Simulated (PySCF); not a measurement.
Molecule: Be(I)2, SMILES [Be]([I])[I] (BeI2). Atoms near the plane z = 0.0 Å, at the B3LYP/def2-SVP optimised geometry (x, y, z in Å): Be1 (0.0, 0.0, 0.0), I2 (2.2, 0.0, 0.0), I3 (-2.2, 0.0, 0.0).

Level of theory: B3LYP/def2-TZVP, def2 effective core potentials past Kr in PySCF. The core electrons that the potentials of I replace are not part of the density. Cells within 0.4 Å of a nucleus heavier than hydrogen are left out (blank, or x). The values are rescaled to run from 0 to 1.

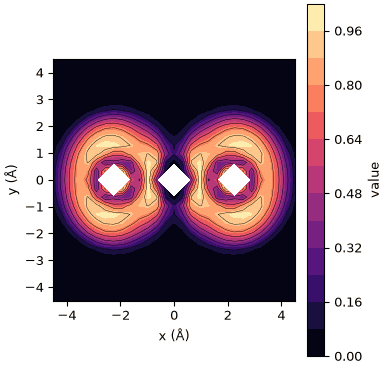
*a field on the plane z = 0.0 Å.*

Q: Which quantity is mapped?
(A) electron localisation function
(B) deformation density (molecule minus spherical neutral atoms)
(C) electrostatic potential
(D) an orbital amplitude

A: A, electron localisation function
